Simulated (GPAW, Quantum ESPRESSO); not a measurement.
The Sn K edge of atom 1 in SnO2 (Cassiterite, P4_2/mnm), with 6 O at 2.05 Å (distorted octahedral, site symmetry mmm), was computed in 2 ways: full core hole (charged cell) and no core hole. Program and functional: Quantum ESPRESSO XSpectra, PBE, Lorentzian half width 4.25 eV (not a setting of the program: the run's 0.4 eV curve was folded afterwards with a further Lorentzian); cells of 6 and 12 atoms (the run without a hole in the smaller).

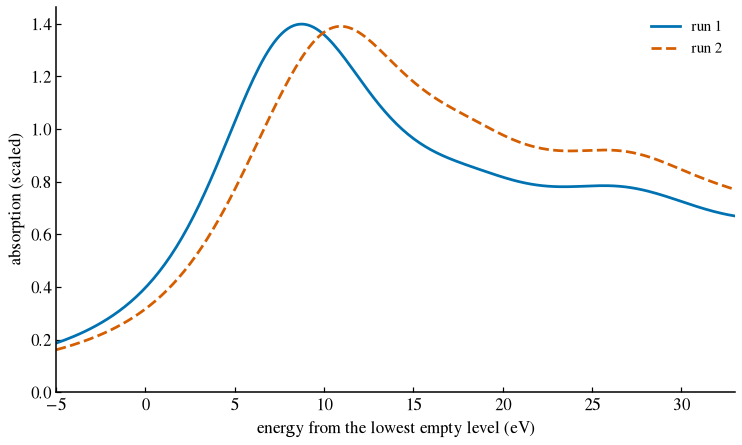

Each run is counted from its own lowest empty level or Fermi level and scaled to a mean of 1 over its first 20 eV. (XSpectra's own axis starts at xe0, in the gap; it has been shifted.)

Question: Which run is which?

Run 1: full core hole (charged cell) (area from −2 to 6 eV 5.1, main maxima 8.8 eV (1.40)). Run 2: no core hole (area from −2 to 6 eV 3.9, main maxima 11.0 eV (1.39)). With each curve scaled to its own mean, the area from −2 to 6 eV with the hole is 5.1 against 3.9, and the centre of weight from −1 to 20 eV moves by -0.9 eV: the hole pulls the absorber's empty states down.

[Hosts, paths, dates, database ids (printed as entryN), source tags and the programs' standing remarks are cut or masked in the printed files.]

[Lists of maxima count a maximum above −3 eV only where it reaches 4 % of the highest in the window and stands out from its surroundings by 2 % of it (1.5 % where it reaches 55 %); shoulders and weaker maxima are passed over, and of the rest the first, up to two pre-edge ones and the few strongest are named.]
